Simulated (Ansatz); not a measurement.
Nudged elastic band, with input and output: Si2NH9

The run: nudged elastic band of Si2NH9. Method and program: RKS B3LYP-D4/6-31G* (Ansatz 0.2.0).

One setting was made poor on purpose. It belongs to a series of runs on one base structure; here: band between the two ends.

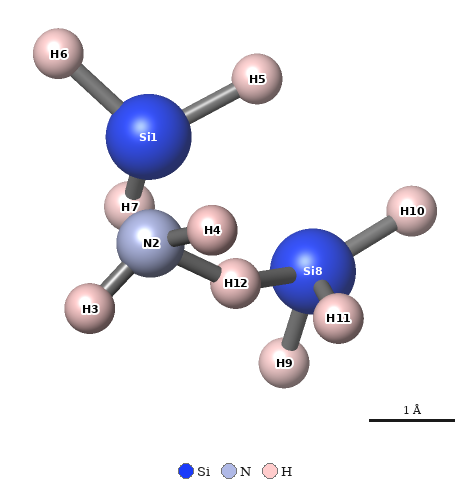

Fig. 1: The structure as given in the input (ball-and-stick view, seen at a tilt; atoms are numbered from 1 in the order of the input). Bond lengths as drawn: H–N 1.06 to 1.26 Å and H–Si 1.46 to 1.64 Å.

## Input file
```yaml
crystal:
  periodic: [false, false, false]
  atoms:
    - { symbol: Si, position_ang: [0.0, 0.0, 0.0] }
    - { symbol: "N", position_ang: [0.0, 0.0, 2.17] }
    - { symbol: H, position_ang: [-0.877, -0.2713, 2.7] }
    - { symbol: H, position_ang: [0.877, 0.2713, 2.7] }
    - { symbol: H, position_ang: [1.3768, 0.0, -0.4862] }
    - { symbol: H, position_ang: [-0.6877, 1.1914, -0.4862] }
    - { symbol: H, position_ang: [-0.6877, -1.1914, -0.4862] }
    - { symbol: Si, position_ang: [1.3153, -1.9973, 0.7946] }
    - { symbol: H, position_ang: [0.4966, -3.1999, 0.6724] }
    - { symbol: H, position_ang: [2.5185, -2.1437, -0.0193] }
    - { symbol: H, position_ang: [1.6939, -1.807, 2.1918] }
    - { symbol: H, position_ang: [0.6855, -1.0409, 1.9718] }
basis:
  gaussian: { orbitals: "6-31G*" }
hamiltonian:
  xc: b3lyp
  dispersion: d4
neb:
  order_check: false
  images: 7
  f_tol: 0.03
  max_iterations: 56
  final_atoms:
    - { symbol: Si, position_ang: [0.0, 0.0, 0.0] }
    - { symbol: "N", position_ang: [0.0, 0.0, 2.17] }
    - { symbol: H, position_ang: [-0.877, -0.2713, 2.7] }
    - { symbol: H, position_ang: [0.877, 0.2713, 2.7] }
    - { symbol: H, position_ang: [1.3768, 0.0, -0.4862] }
    - { symbol: H, position_ang: [-0.6877, 1.1914, -0.4862] }
    - { symbol: H, position_ang: [-0.6877, -1.1914, -0.4862] }
    - { symbol: Si, position_ang: [1.3153, -1.9973, 0.7946] }
    - { symbol: H, position_ang: [0.4966, -3.1999, 0.6724] }
    - { symbol: H, position_ang: [2.5185, -2.1437, -0.0193] }
    - { symbol: H, position_ang: [1.6939, -1.807, 2.1918] }
    - { symbol: H, position_ang: [0.6855, -1.0409, 1.9718] }
  initial_path:
    images:
      - { positions_ang: [[0.0, 0.0, 0.0], [0.0, 0.0, 2.17], [-0.877, -0.2713, 2.7], [0.877, 0.2713, 2.7], [1.3768, 0.0, -0.4862], [-0.6877, 1.1914, -0.4862], [-0.6877, -1.1914, -0.4862], [1.3153, -1.9973, 0.7946], [0.4966, -3.1999, 0.6724], [2.5185, -2.1437, -0.0193], [1.6939, -1.807, 2.1918], [0.6855, -1.0409, 1.9718]] }
      - { positions_ang: [[0.0, 0.0, 0.0], [0.0, 0.0, 2.17], [-0.877, -0.2713, 2.7], [0.877, 0.2713, 2.7], [1.3768, 0.0, -0.4862], [-0.6877, 1.1914, -0.4862], [-0.6877, -1.1914, -0.4862], [1.3153, -1.9973, 0.7946], [0.4966, -3.1999, 0.6724], [2.5185, -2.1437, -0.0193], [1.6939, -1.807, 2.1918], [0.6855, -1.0409, 1.9718]] }
      - { positions_ang: [[0.0, 0.0, 0.0], [0.0, 0.0, 2.17], [-0.877, -0.2713, 2.7], [0.877, 0.2713, 2.7], [1.3768, 0.0, -0.4862], [-0.6877, 1.1914, -0.4862], [-0.6877, -1.1914, -0.4862], [1.3153, -1.9973, 0.7946], [0.4966, -3.1999, 0.6724], [2.5185, -2.1437, -0.0193], [1.6939, -1.807, 2.1918], [0.6855, -1.0409, 1.9718]] }
      - { positions_ang: [[0.0, 0.0, 0.0], [0.0, 0.0, 2.17], [-0.877, -0.2713, 2.7], [0.877, 0.2713, 2.7], [1.3768, 0.0, -0.4862], [-0.6877, 1.1914, -0.4862], [-0.6877, -1.1914, -0.4862], [1.3153, -1.9973, 0.7946], [0.4966, -3.1999, 0.6724], [2.5185, -2.1437, -0.0193], [1.6939, -1.807, 2.1918], [0.6855, -1.0409, 1.9718]] }
      - { positions_ang: [[0.0, 0.0, 0.0], [0.0, 0.0, 2.17], [-0.877, -0.2713, 2.7], [0.877, 0.2713, 2.7], [1.3768, 0.0, -0.4862], [-0.6877, 1.1914, -0.4862], [-0.6877, -1.1914, -0.4862], [1.3153, -1.9973, 0.7946], [0.4966, -3.1999, 0.6724], [2.5185, -2.1437, -0.0193], [1.6939, -1.807, 2.1918], [0.6855, -1.0409, 1.9718]] }
      - { positions_ang: [[0.0, 0.0, 0.0], [0.0, 0.0, 2.17], [-0.877, -0.2713, 2.7], [0.877, 0.2713, 2.7], [1.3768, 0.0, -0.4862], [-0.6877, 1.1914, -0.4862], [-0.6877, -1.1914, -0.4862], [1.3153, -1.9973, 0.7946], [0.4966, -3.1999, 0.6724], [2.5185, -2.1437, -0.0193], [1.6939, -1.807, 2.1918], [0.6855, -1.0409, 1.9718]] }
      - { positions_ang: [[0.0, 0.0, 0.0], [0.0, 0.0, 2.17], [-0.877, -0.2713, 2.7], [0.877, 0.2713, 2.7], [1.3768, 0.0, -0.4862], [-0.6877, 1.1914, -0.4862], [-0.6877, -1.1914, -0.4862], [1.3153, -1.9973, 0.7946], [0.4966, -3.1999, 0.6724], [2.5185, -2.1437, -0.0193], [1.6939, -1.807, 2.1918], [0.6855, -1.0409, 1.9718]] }
      - { positions_ang: [[0.0, 0.0, 0.0], [0.0, 0.0, 2.17], [-0.877, -0.2713, 2.7], [0.877, 0.2713, 2.7], [1.3768, 0.0, -0.4862], [-0.6877, 1.1914, -0.4862], [-0.6877, -1.1914, -0.4862], [1.3153, -1.9973, 0.7946], [0.4966, -3.1999, 0.6724], [2.5185, -2.1437, -0.0193], [1.6939, -1.807, 2.1918], [0.6855, -1.0409, 1.9718]] }
      - { positions_ang: [[0.0, 0.0, 0.0], [0.0, 0.0, 2.17], [-0.877, -0.2713, 2.7], [0.877, 0.2713, 2.7], [1.3768, 0.0, -0.4862], [-0.6877, 1.1914, -0.4862], [-0.6877, -1.1914, -0.4862], [1.3153, -1.9973, 0.7946], [0.4966, -3.1999, 0.6724], [2.5185, -2.1437, -0.0193], [1.6939, -1.807, 2.1918], [0.6855, -1.0409, 1.9718]] }
```

Run on 1 thread of Arm Neoverse V2, 24 GiB of memory available, shared host.

Run as:
```bash
ansatz run input.yaml --threads 1 --pin off --max-ram 2048MiB --backend cpu --events-out ev --progress --plain --runs-dir out
```

## Log
```
Error: invalid value for `neb.final_atoms`: is identical to crystal.atoms — the two endpoints must differ for a path to exist
```

## What the run reported

- outcome: refused by the program

## Diagnosis

The program refused the input: “invalid value for `neb.final_atoms`: is identical to crystal.atoms — the two endpoints must differ for a path to exist” A deliberately poor setting: ends not relaxed.
